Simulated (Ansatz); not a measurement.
## Electronic structure of NOSi (SMILES N1=[Si]O1) (doublet) in real space

```yaml
atoms:
  - { symbol: N, position_ang: [0.5640, 0.3913, 0.2328] }
  - { symbol: O, position_ang: [-0.7440, 0.5925, -0.2039] }
  - { symbol: Si, position_ang: [-0.0045, -0.7886, -0.9484] }
```

Geometry: PBE0-D3(BJ)/def2-SVP.

Theory: isolated molecule in a Gaussian basis; Kohn-Sham density functional theory, functional PBE0 in Ansatz 0.2.0.

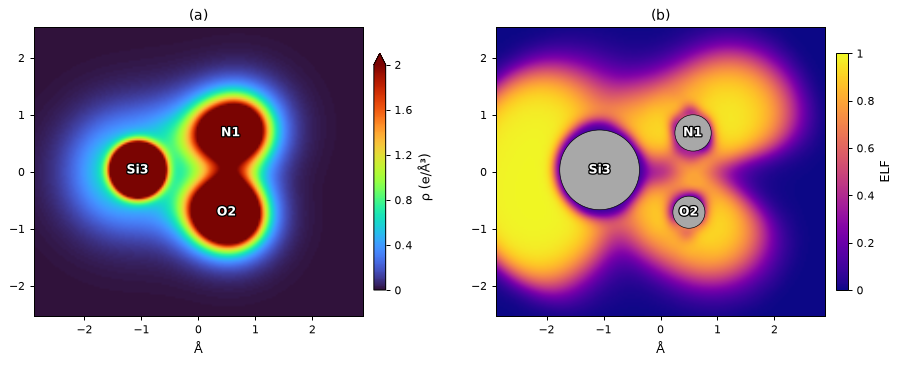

Figure 1. (a) total electron density; (b) ELF on the molecular plane. Grey discs cover the atomic cores in the ELF map.

Describe what can be read from this map.

Answer.
- The plane passes through N, O and Si nuclei.
- N–O (1.39 Å): ρ at the midpoint is about 2.2 e/Å³; the ELF peaks at about 0.80 between the atoms: localised, covalent bonding.
- Si–O (1.73 Å): the density is about 0.97 e/Å³ at the midpoint; the ELF peaks at about 0.80 between the atoms: a polar covalent bond.
- Si–N (1.76 Å): the density is about 1 e/Å³ at the midpoint; the ELF peaks at about 0.85 between the atoms (a shared but strongly polarised pair).
- The ELF also peaks beside O2, Si3 and N1, away from the bonds: non-bonding electrons, paired or unpaired.

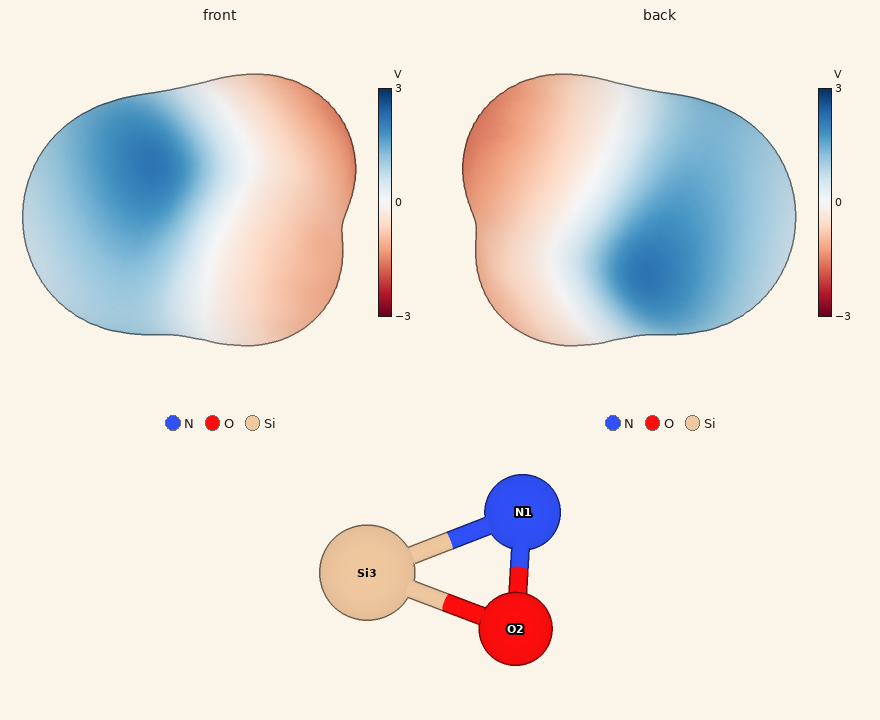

Figure 2. The molecular electrostatic potential painted on the density surface at 0.002 e/bohr³, seen from the front and from behind; the colour scale runs from red (negative) to blue (positive). The bare structure is drawn below in the same view.

Where is the surface potential most negative and most positive?

Answer. The most negative region (about −1.5 V) lies over N1, the most positive (about +2.2 V) over Si3. N1 is the likeliest acceptor of a hydrogen bond.

How polar is the molecule by this calculation?

Answer. Its dipole moment is 2.76 D.

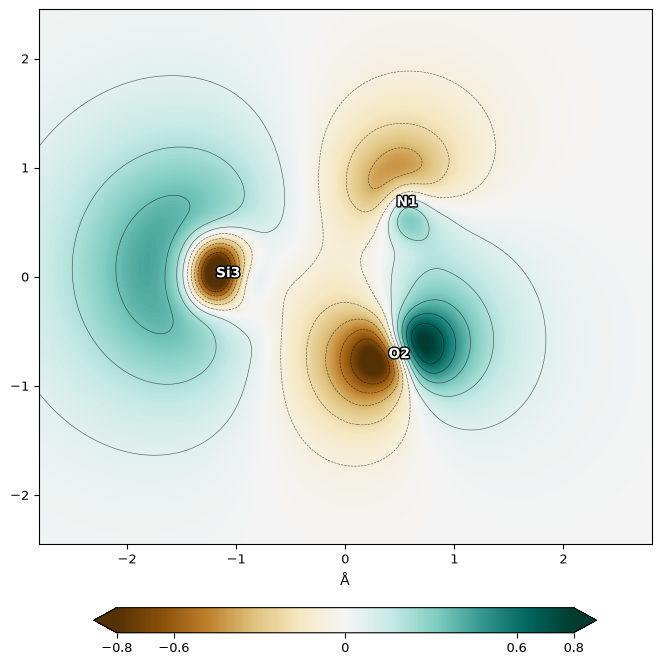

Figure 3. The HOMO−1 (β) on the molecular plane (values in Å⁻³ᐟ²; the overall sign is arbitrary).

Describe this orbital and give its energy.

Answer. By Hirshfeld shares it lies mainly on Si3 (about 70 %), O2 (about 20 %) and N1 (about 10 %); it is symmetric in the molecular plane (an in-plane orbital: σ, lone-pair or in-plane π type). Its energy is −9.25 eV.
